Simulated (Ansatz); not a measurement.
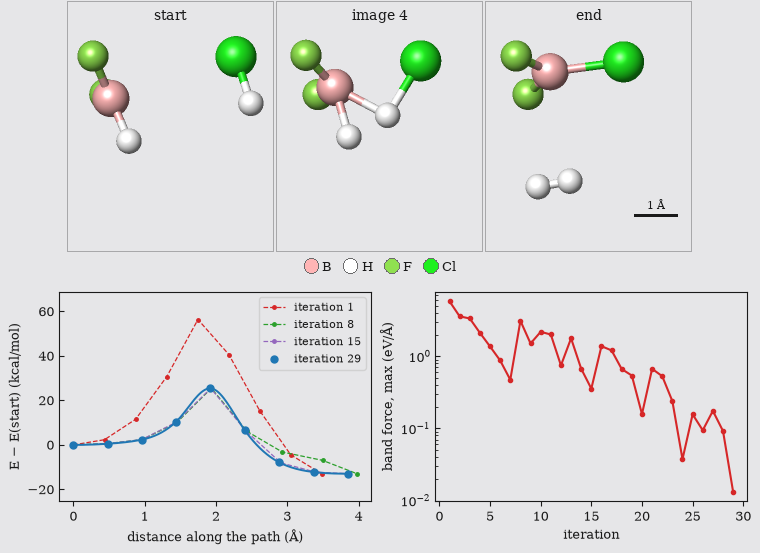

A nudged-elastic-band calculation for BH$_{2}$ClF$_{2}$, made up at the start of BHF₂ and HCl. Images are numbered from 0 (start) to 8 (end). The plot follows the band through its iterations. A ball-and-stick model, seen at a tilt.

All numbers below come from Ansatz, RKS B3LYP-D4/def2-SVP.

Input file:
```yaml
crystal:
  periodic: [false, false, false]
  atoms:
    - { symbol: B, position_ang: [-0.012557, 0.395569, -0.113658] }
    - { symbol: H, position_ang: [-0.021656, 0.744465, 1.035791] }
    - { symbol: F, position_ang: [1.120252, 0.274899, -0.773185] }
    - { symbol: F, position_ang: [-1.137336, 0.207924, -0.771159] }
    - { symbol: Cl, position_ang: [0.074751, -2.513438, 0.991976] }
    - { symbol: H, position_ang: [0.105446, -2.033119, 2.189935] }
basis:
  gaussian: { orbitals: def2-SVP }
hamiltonian:
  xc: b3lyp
  dispersion: d4
neb:
  order_check: false
  images: 7
  f_tol: 0.03
  max_iterations: 60
  final_atoms:
    - { symbol: B, position_ang: [0.01577517, -0.60910065, -0.52661562] }
    - { symbol: H, position_ang: [0.0163631, 0.34258693, 2.27480998] }
    - { symbol: F, position_ang: [1.12763251, 0.08070403, -0.64003519] }
    - { symbol: F, position_ang: [-1.13433253, 0.01882335, -0.61426014] }
    - { symbol: Cl, position_ang: [0.06606554, -2.34318517, -0.28243478] }
    - { symbol: H, position_ang: [0.03739621, -0.41352848, 2.34823575] }
  initial_path:
    images:
      - { positions_ang: [[-0.012557, 0.395569, -0.113658], [-0.021656, 0.744465, 1.035791], [1.120252, 0.274899, -0.773185], [-1.137336, 0.207924, -0.771159], [0.074751, -2.513438, 0.991976], [0.105446, -2.033119, 2.189935]] }
      - { positions_ang: [[-0.00989134, 0.29950599, -0.08189701], [-0.01566291, 0.55077348, 1.16504769], [1.12503787, 0.21391046, -0.74225093], [-1.13970035, 0.16278341, -0.73919232], [0.07939497, -2.3985779, 0.90364246], [0.08972176, -1.75209543, 2.05435012]] }
      - { positions_ang: [[-0.00722568, 0.20344297, -0.05013602], [-0.00966981, 0.35708196, 1.29430437], [1.12982374, 0.15292192, -0.71131687], [-1.14206471, 0.11764281, -0.70722565], [0.08403893, -2.2837178, 0.81530891], [0.07399752, -1.47107186, 1.91876524]] }
      - { positions_ang: [[-0.00456002, 0.10737996, -0.01837503], [-0.00367672, 0.16339044, 1.42356106], [1.13460962, 0.09193339, -0.6803828], [-1.14442906, 0.07250222, -0.67525897], [0.0886829, -2.1688577, 0.72697537], [0.05827328, -1.19004829, 1.78318036]] }
      - { positions_ang: [[-0.00189436, 0.01131694, 0.01338597], [0.00231638, -0.03030108, 1.55281775], [1.13939549, 0.03094485, -0.64944873], [-1.14679341, 0.02736162, -0.64329229], [0.09332686, -2.0539976, 0.63864183], [0.04254905, -0.90902473, 1.64759548]] }
      - { positions_ang: [[0.00252302, -0.14378746, -0.12161443], [0.00582806, 0.06292092, 1.7333158], [1.13645474, 0.04338464, -0.64709535], [-1.14367819, 0.02522705, -0.63603425], [0.08651153, -2.1262945, 0.40837268], [0.04126084, -0.78515066, 1.82275555]] }
      - { positions_ang: [[0.0069404, -0.29889186, -0.25661483], [0.00933974, 0.15614292, 1.91381386], [1.133514, 0.05582444, -0.64474196], [-1.14056297, 0.02309249, -0.62877622], [0.0796962, -2.19859139, 0.17810352], [0.03997263, -0.6612766, 1.99791562]] }
      - { positions_ang: [[0.01135779, -0.45399626, -0.39161522], [0.01285142, 0.24936492, 2.09431192], [1.13057325, 0.06826424, -0.64238858], [-1.13744775, 0.02095792, -0.62151818], [0.07288087, -2.27088828, -0.05216563], [0.03868442, -0.53740254, 2.17307569]] }
      - { positions_ang: [[0.01577517, -0.60910065, -0.52661562], [0.0163631, 0.34258693, 2.27480998], [1.12763251, 0.08070403, -0.64003519], [-1.13433253, 0.01882335, -0.61426014], [0.06606554, -2.34318517, -0.28243478], [0.03739621, -0.41352848, 2.34823575]] }
```

Run as
```bash
ansatz run input.yaml --threads 1 --pin off --max-ram 2048MiB --backend cpu --events-out ev --progress --plain --runs-dir out
```

Q: How did the profile develop, and is the result final?

A: The result is final at these settings. The band converged in 29 iterations. The largest component of the band force went from 5.8 to 0.013 eV/Å. The climbing image converged on the top of the path. Its vibrational analysis gives one imaginary mode (1011i cm⁻¹), as a transition state must have. The first iteration put the highest image at 56.4 kcal/mol. The energy climbs by 25.4 kcal/mol to image 4 and then falls by 38.4 kcal/mol, so the end point sits at −13.0 kcal/mol.

Limits of the set-up: the start holds two separate molecules, 3.0 Å apart at their closest, whose relative position is a soft coordinate.
